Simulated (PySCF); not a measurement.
```xyz
16

O    -3.4672   -0.5278    2.6019
C    -3.6377   -0.1786    1.4376
C    -2.6535   -0.0129    0.4694
C    -1.7796    0.1863   -0.3826
Si   -0.5014    0.2795   -1.6106
N     1.1123   -0.1327   -1.2730
C     1.5777   -0.7693   -0.0527
Si    2.2847    0.4807    1.2154
H    -4.6559    0.0380    1.0472
H    -0.6117    0.7905   -2.9577
H     1.8606    0.3223   -1.7766
H     0.7348   -1.3045    0.3843
H     2.3299   -1.5199   -0.3177
H     2.7935   -0.2646    2.3617
H     1.2283    1.4251    1.5659
H     3.3777    1.1969    0.5435
```

Geometry: GFN2-xTB.

These are results of UKS B3LYP, pcH-1 on C H N O Si, non-relativistic, mean-field spin-orbit, GIAO in PySCF, not measurements.

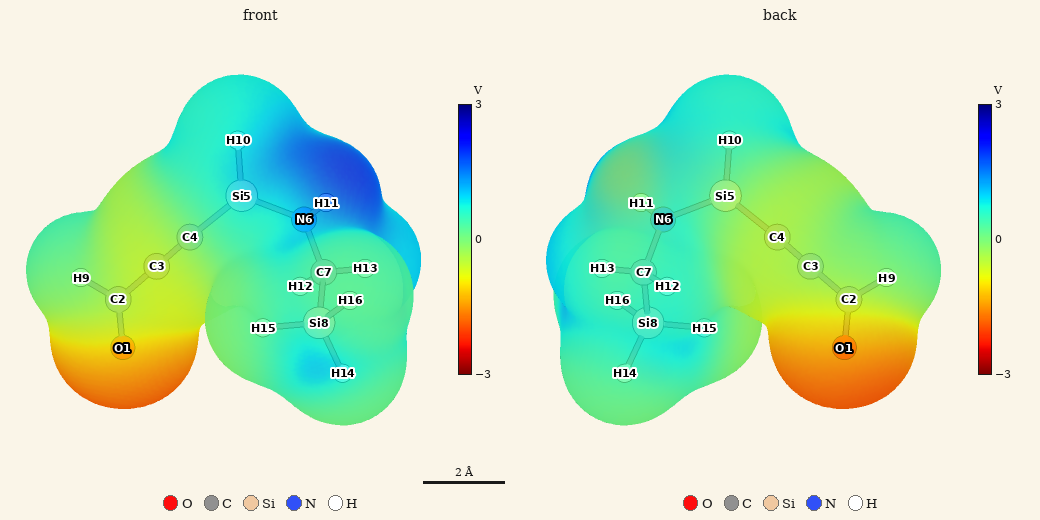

C4H8NOSi2 (SMILES O=CC#C[SiH]NC[SiH3]) (doublet). The electrostatic potential painted on the density surface at 0.001 e/bohr³, seen from the front and from behind; the colour scale runs from red (negative) to blue (positive).

Where is the surface potential most negative and most positive?

Answer. The most negative region (about −1.9 V, or −44 kcal/mol for a unit charge) lies over O1, the most positive (about +2.0 V, or +46 kcal/mol for a unit charge) over H11. O1 is the likeliest acceptor of a hydrogen bond.
